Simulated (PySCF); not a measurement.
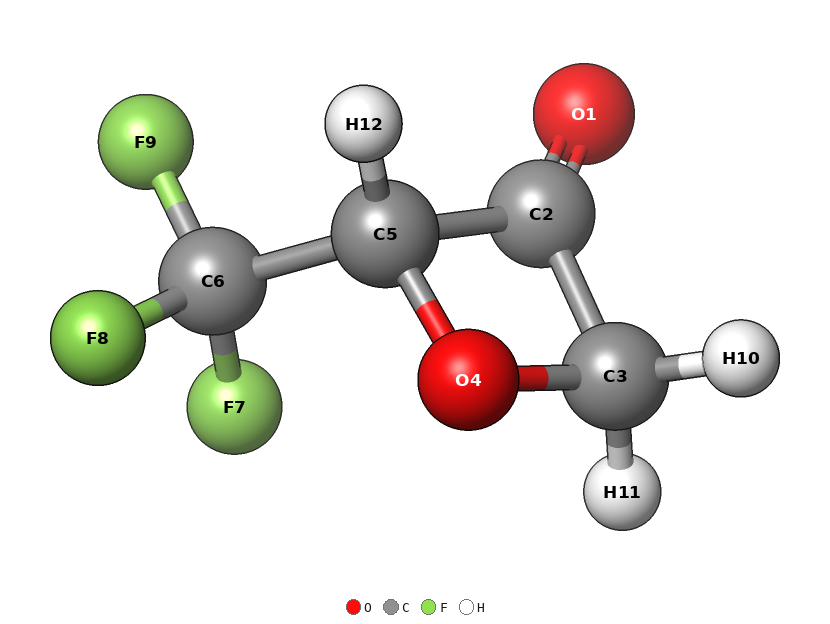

The geometry was computed by an optimisation with PBE0-D3(BJ)/def2-SVP. No frequency run is at hand to confirm it as a minimum. Properties computed with B3LYP/pcJ-1 indirect spin-spin coupling, non-relativistic, gas phase (PySCF 2.14.0). Isotopes: 13C, 19F, 1H, 17O.

Give the spin–spin coupling constants of these pairs, with the number of bonds between them: C6/F9, C6/F7, C5/F9, F8/H12, F9/H12.

| pair | bonds apart | J (Hz) |
| --- | --- | --- |
| C6, F9 | 1 | −346.0 |
| C6, F7 | 1 | −342.0 |
| C5, F9 | 2 | 44.9 |
| F8, H12 | 3 | 2.0 |
| F9, H12 | 3 | −1.4 |

Density functionals are unreliable for couplings to fluorine, so those rows may be far off.
